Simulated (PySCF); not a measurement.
# Si2H6O: geometry relaxation (part 2 of 2)

Continued. System: Si2H6O. Method: RKS PBE0-D4/def2-TZVP, density fitting (PySCF 2.14.0). The geometry is a transition state displaced along its imaginary mode. The reaction was set up to form Si1–H3 and Si1–O4 and to break H3–O4 (atoms counted from 1 in the order of the input); sticks are drawn by distance alone.

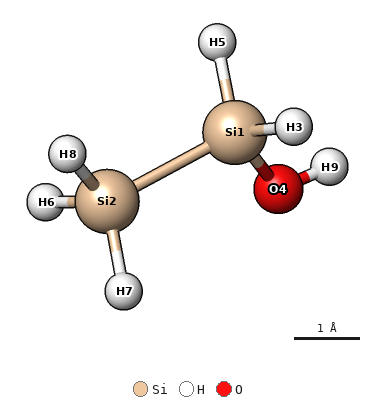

*The geometry at step 23 of the log (ball-and-stick view, seen at a tilt; atoms are numbered from 1 in the order of the input).*

### Trajectory as extended XYZ, continued
```
9
Properties=species:S:1:pos:R:3:forces:R:3 step=16 energy=-17893.43851
Si   -0.5614    0.7113   -0.0779   -0.0036   0.0358  -0.0210
Si    1.2326   -0.7419    0.2908    0.0027  -0.0478   0.0152
H    -0.1284    1.8798   -0.9023   -0.0096  -0.0159   0.0302
O    -1.7438   -0.1571   -0.8404   -0.0983   0.0069   0.0006
H    -1.0637    1.2585    1.2166    0.0064   0.0014   0.0094
H     0.7571   -2.0026    0.9249    0.0112   0.0288  -0.0091
H     1.9301   -1.0741   -0.9805   -0.0108  -0.0004   0.0032
H     2.2055   -0.0872    1.2079    0.0095   0.0118  -0.0080
H    -2.6247    0.2225   -0.8723    0.0928  -0.0201  -0.0212
9
Properties=species:S:1:pos:R:3:forces:R:3 step=17 energy=-17893.44008
Si   -0.5642    0.7083   -0.0620   -0.0160   0.0537  -0.0059
Si    1.2346   -0.7467    0.2722    0.0173  -0.0362   0.0127
H    -0.1319    1.8894   -0.8696   -0.0142  -0.0217   0.0301
O    -1.7516   -0.1461   -0.8330   -0.1614   0.0480  -0.0002
H    -1.0610    1.2386    1.2437    0.0194  -0.0123  -0.0137
H     0.7786   -2.0034    0.9266    0.0063   0.0209  -0.0045
H     1.9002   -1.0866   -1.0145   -0.0155   0.0012   0.0056
H     2.2312   -0.0833    1.1580   -0.0001   0.0053  -0.0095
H    -2.6273    0.2485   -0.8737    0.1646  -0.0584  -0.0152
9
Properties=species:S:1:pos:R:3:forces:R:3 step=18 energy=-17893.44238
Si   -0.5698    0.7033   -0.0389    0.0002   0.0407  -0.0038
Si    1.2368   -0.7504    0.2491    0.0611  -0.0234   0.0509
H    -0.1400    1.9056   -0.8156   -0.0164  -0.0208   0.0216
O    -1.7564   -0.1336   -0.8306   -0.1340   0.0574   0.0113
H    -1.0595    1.2004    1.2821    0.0075  -0.0137  -0.0144
H     0.8176   -1.9972    0.9494    0.0107   0.0512  -0.0206
H     1.8436   -1.1133   -1.0607   -0.0110   0.0031   0.0180
H     2.2703   -0.0605    1.0776   -0.0456  -0.0369  -0.0469
H    -2.6235    0.2767   -0.8849    0.1283  -0.0572  -0.0162
9
Properties=species:S:1:pos:R:3:forces:R:3 step=19 energy=-17893.44401
Si   -0.5759    0.6990   -0.0209    0.0069  -0.0163  -0.0063
Si    1.2455   -0.7483    0.2340   -0.0052   0.0048   0.0269
H    -0.1548    1.9186   -0.7713   -0.0098   0.0055   0.0019
O    -1.7600   -0.1269   -0.8299   -0.0659   0.0507   0.0292
H    -1.0620    1.1641    1.3123   -0.0017  -0.0095  -0.0083
H     0.8492   -1.9833    0.9646    0.0051   0.0223  -0.0122
H     1.8117   -1.1281   -1.0879   -0.0005  -0.0020   0.0031
H     2.3002   -0.0469    1.0211   -0.0240  -0.0163  -0.0255
H    -2.6217    0.2909   -0.8995    0.0964  -0.0388  -0.0087
9
Properties=species:S:1:pos:R:3:forces:R:3 step=20 energy=-17893.44489
Si   -0.5757    0.6979   -0.0079    0.0302  -0.0041   0.0132
Si    1.2467   -0.7474    0.2279    0.0156   0.0440   0.0115
H    -0.1606    1.9334   -0.7351   -0.0081   0.0050  -0.0006
O    -1.7497   -0.1223   -0.8336   -0.0182  -0.0063   0.0081
H    -1.0677    1.1350    1.3320   -0.0050   0.0010  -0.0004
H     0.8655   -1.9697    0.9820   -0.0058  -0.0142   0.0141
H     1.7837   -1.1462   -1.0993    0.0080  -0.0052  -0.0151
H     2.3170   -0.0331    0.9807   -0.0133  -0.0212  -0.0132
H    -2.6064    0.2984   -0.9183   -0.0022   0.0015  -0.0171
9
Properties=species:S:1:pos:R:3:forces:R:3 step=21 energy=-17893.44520
Si   -0.5753    0.6974    0.0051    0.0024   0.0032   0.0210
Si    1.2510   -0.7462    0.2189    0.0072  -0.0240  -0.0321
H    -0.1688    1.9447   -0.7062   -0.0020   0.0044  -0.0061
O    -1.7482   -0.1167   -0.8288   -0.0241   0.0011   0.0049
H    -1.0674    1.1162    1.3514    0.0011  -0.0022  -0.0047
H     0.8810   -1.9630    0.9915   -0.0001   0.0101  -0.0170
H     1.7632   -1.1542   -1.1191   -0.0136   0.0064   0.0428
H     2.3366   -0.0354    0.9485    0.0081   0.0068   0.0000
H    -2.6016    0.3092   -0.9249    0.0222  -0.0056  -0.0080
9
Properties=species:S:1:pos:R:3:forces:R:3 step=22 energy=-17893.44535
Si   -0.5758    0.6964    0.0127   -0.0129  -0.0082  -0.0021
Si    1.2553   -0.7433    0.2170   -0.0122  -0.0017   0.0036
H    -0.1758    1.9502   -0.6906    0.0017   0.0054  -0.0044
O    -1.7445   -0.1173   -0.8289   -0.0368   0.0187   0.0100
H    -1.0711    1.1037    1.3610    0.0031  -0.0024  -0.0012
H     0.8905   -1.9592    0.9915   -0.0047  -0.0046  -0.0007
H     1.7637   -1.1540   -1.1178   -0.0016  -0.0045  -0.0188
H     2.3438   -0.0304    0.9382    0.0154   0.0144   0.0156
H    -2.5964    0.3106   -0.9343    0.0492  -0.0168  -0.0011
9
Properties=species:S:1:pos:R:3:forces:R:3 step=23 energy=-17893.44541
Si   -0.5753    0.6963    0.0176    0.0027  -0.0011   0.0066
Si    1.2571   -0.7427    0.2149    0.0153   0.0146  -0.0024
H    -0.1755    1.9523   -0.6827   -0.0051   0.0009  -0.0008
O    -1.7431   -0.1167   -0.8252   -0.0259   0.0105   0.0075
H    -1.0698    1.0988    1.3682    0.0053  -0.0021  -0.0100
H     0.8947   -1.9565    0.9931   -0.0004  -0.0079   0.0051
H     1.7560   -1.1576   -1.1236   -0.0054   0.0038   0.0022
H     2.3517   -0.0266    0.9284   -0.0128  -0.0092  -0.0031
H    -2.5935    0.3127   -0.9331    0.0274  -0.0093  -0.0043
9
Properties=species:S:1:pos:R:3:forces:R:3 step=24 energy=-17893.44547
Si   -0.5737    0.6964    0.0203    0.0107  -0.0034   0.0191
Si    1.2602   -0.7408    0.2155   -0.0031  -0.0002  -0.0107
H    -0.1779    1.9536   -0.6793   -0.0011   0.0063  -0.0075
O    -1.7408   -0.1186   -0.8207   -0.0082  -0.0051   0.0038
H    -1.0668    1.0979    1.3712    0.0022  -0.0009  -0.0037
H     0.8989   -1.9566    0.9916   -0.0012  -0.0041   0.0018
H     1.7568   -1.1528   -1.1247   -0.0008   0.0037   0.0042
H     2.3535   -0.0267    0.9304    0.0049   0.0021   0.0035
H    -2.5903    0.3109   -0.9298   -0.0023   0.0020  -0.0095
9
Properties=species:S:1:pos:R:3:forces:R:3 step=25 energy=-17893.44553
Si   -0.5720    0.6965    0.0261    0.0073  -0.0048   0.0130
Si    1.2637   -0.7393    0.2142   -0.0086  -0.0024  -0.0070
H    -0.1803    1.9558   -0.6721    0.0006   0.0045  -0.0070
O    -1.7391   -0.1192   -0.8146   -0.0158   0.0011   0.0039
H    -1.0630    1.0949    1.3784    0.0001  -0.0004   0.0003
H     0.9052   -1.9579    0.9878   -0.0010  -0.0012  -0.0023
H     1.7573   -1.1457   -1.1285    0.0012  -0.0004   0.0001
H     2.3581   -0.0274    0.9288    0.0090   0.0063   0.0066
H    -2.5876    0.3116   -0.9278    0.0084  -0.0025  -0.0066
9
Properties=species:S:1:pos:R:3:forces:R:3 step=26 energy=-17893.44564
Si   -0.5692    0.6967    0.0345   -0.0028  -0.0067  -0.0021
Si    1.2691   -0.7367    0.2117   -0.0122  -0.0053  -0.0023
H    -0.1835    1.9564   -0.6666    0.0012   0.0045  -0.0037
O    -1.7387   -0.1212   -0.8014   -0.0164   0.0079   0.0067
H    -1.0545    1.0944    1.3887   -0.0013   0.0012   0.0053
H     0.9121   -1.9624    0.9746   -0.0007  -0.0015  -0.0010
H     1.7619   -1.1308   -1.1345    0.0050  -0.0027  -0.0066
H     2.3630   -0.0300    0.9318    0.0105   0.0087   0.0074
H    -2.5854    0.3120   -0.9203    0.0178  -0.0056  -0.0030
9
Properties=species:S:1:pos:R:3:forces:R:3 step=27 energy=-17893.44572
Si   -0.5678    0.6966    0.0410   -0.0047   0.0003  -0.0021
Si    1.2728   -0.7355    0.2066   -0.0082  -0.0032   0.0095
H    -0.1880    1.9573   -0.6626    0.0006  -0.0028   0.0010
O    -1.7411   -0.1224   -0.7886   -0.0148   0.0074   0.0045
H    -1.0461    1.0937    1.3982    0.0016  -0.0005   0.0009
H     0.9178   -1.9681    0.9601    0.0014   0.0058  -0.0040
H     1.7655   -1.1185   -1.1427    0.0059  -0.0034  -0.0094
H     2.3665   -0.0323    0.9318    0.0019   0.0024   0.0017
H    -2.5854    0.3142   -0.9123    0.0174  -0.0055  -0.0015
9
Properties=species:S:1:pos:R:3:forces:R:3 step=28 energy=-17893.44578
Si   -0.5665    0.6965    0.0461   -0.0056   0.0003  -0.0035
Si    1.2757   -0.7340    0.2025   -0.0021  -0.0020   0.0033
H    -0.1911    1.9566   -0.6606   -0.0007  -0.0007   0.0021
O    -1.7430   -0.1241   -0.7774   -0.0165   0.0098   0.0031
H    -1.0380    1.0938    1.4058    0.0019  -0.0003  -0.0017
H     0.9213   -1.9708    0.9485    0.0020   0.0007   0.0012
H     1.7680   -1.1097   -1.1494    0.0043   0.0004  -0.0027
H     2.3691   -0.0336    0.9317   -0.0011  -0.0011  -0.0016
H    -2.5847    0.3158   -0.9072    0.0191  -0.0068   0.0003
9
Properties=species:S:1:pos:R:3:forces:R:3 step=29 energy=-17893.44581
Si   -0.5658    0.6960    0.0494   -0.0030   0.0037  -0.0005
Si    1.2783   -0.7329    0.1990    0.0006  -0.0018   0.0054
H    -0.1942    1.9572   -0.6578   -0.0005  -0.0027   0.0021
O    -1.7448   -0.1246   -0.7701   -0.0021   0.0014   0.0029
H    -1.0321    1.0924    1.4113    0.0022  -0.0013  -0.0031
H     0.9262   -1.9726    0.9416    0.0023   0.0025  -0.0002
H     1.7710   -1.1038   -1.1542    0.0022   0.0002  -0.0028
H     2.3715   -0.0334    0.9295   -0.0036  -0.0018  -0.0020
H    -2.5841    0.3180   -0.9037    0.0032   0.0002  -0.0014
```

This output came from the following input.

### Input file
```python
import json, numpy as np
from pyscf import gto, scf, dft, mp, cc
EV, BOHR = 27.211386245988, 0.529177210903
mol = gto.M(atom="""
Si -0.323909 0.928648 -0.062704
Si 1.223675 -0.812255 0.449032
H -0.618082 1.683439 -1.220959
O -1.456797 0.242189 -1.215416
H -1.030732 1.142468 1.308042
H 0.396725 -2.014617 0.808178
H 2.081214 -1.146147 -0.717565
H 2.085429 -0.488145 1.623350
H -2.357422 0.464420 -0.971957
""", basis="def2-tzvp", charge=0, spin=0, max_memory=8670, verbose=0)
def mean_field(mol, dm=None):
    mf = dft.RKS(mol, xc="pbe0").density_fit()
    mf.conv_tol = 1e-9; mf.grids.level = 4
    mf.kernel(dm0=dm)
    if not mf.converged: mf = mf.newton().run(mf.mo_coeff, mf.mo_occ)
    assert mf.converged
    return mf
def d4(mol):
    from pyscf.dispersion.dftd4 import DFTD4Dispersion
    real = gto.M(atom=[(mol.atom_pure_symbol(i), mol.atom_coord(i)) for i in range(9)], unit='B', charge=mol.charge, spin=None, basis='def2-svp', verbose=0)
    r = DFTD4Dispersion(real, xc="pbe0", atm=True).get_dispersion(grad=True); return r["energy"], r["gradient"]
def energy_and_gradient(mol, dm=None):
    mf = mean_field(mol, dm); e, g = d4(mol)
    return mf, (mf.e_tot + e) * EV, (mf.nuc_grad_method().kernel()[:9] + g) * EV / BOHR
out = {}
# rational-function steps on a BFGS-updated Hessian; the first Hessian (eV/A^2) comes from GFN2-xTB
H = np.load("h0.npy"); x = mol.atom_coords(unit="A").ravel(); dm = old = None; trust = 0.2; steps = []
for it in range(90):
    mol.set_geom_(x.reshape(-1, 3), unit="A"); mf, e, g = energy_and_gradient(mol, dm); g = g.ravel(); dm = mf.make_rdm1()
    print(f"relax step {it + 1}: E = {e:.6f} eV, largest force component {abs(g).max():.4f} eV/A", flush=True); steps.append([e, x.reshape(-1, 3).tolist(), (-g).reshape(-1, 3).tolist()])
    if abs(g).max() < 0.008: out['converged'] = True; break
    if old is not None:
        s, z = x - old[0], g - old[1]
        if s @ z > 1e-8: H = H + np.outer(z, z) / (s @ z) - np.outer(H @ s, H @ s) / (s @ H @ s)
        trust = max(0.03, trust / 2) if e > old[2] + 1e-4 else min(0.35, trust * 1.3)
    w, V = np.linalg.eigh(H); w = np.maximum(abs(w), 0.08); f = V.T @ g; M = np.diag(np.append(w, 0.0)); M[-1, :-1] = M[:-1, -1] = f
    dx = V @ (-f / (w - np.linalg.eigvalsh(M)[0])); big = np.linalg.norm(dx.reshape(-1, 3), axis=1).max(); dx *= min(1, trust / big)
    old = (x, g, e); x = x + dx
out.update(energy=e, forces=steps[-1][2], positions=steps[-1][1], steps=steps)
out['s2'] = mf.spin_square()[0]; out['nelec'] = mol.nelec
print(f"Total energy {out['energy']:.6f} eV, <S^2> {out['s2']:.4f}")
json.dump(out, open("out.json", "w"), default=float)
```

Run as:
```bash
OMP_NUM_THREADS=4 python run.py
```

### Key numbers

```json
{"quantity": "outcome", "value": "converged"}
{"quantity": "total energy", "value": "−17893.4458 eV"}
{"quantity": "largest force (length of the vector) at the end", "value": "0.006 eV/Å"}
{"quantity": "hardware", "value": "4 threads of Arm Neoverse V1, 23 GiB of memory available, shared host"}
{"quantity": "wall time", "value": "5.9 min (CPU time 21 min)"}
{"quantity": "peak memory", "value": "1.3 GiB"}
```
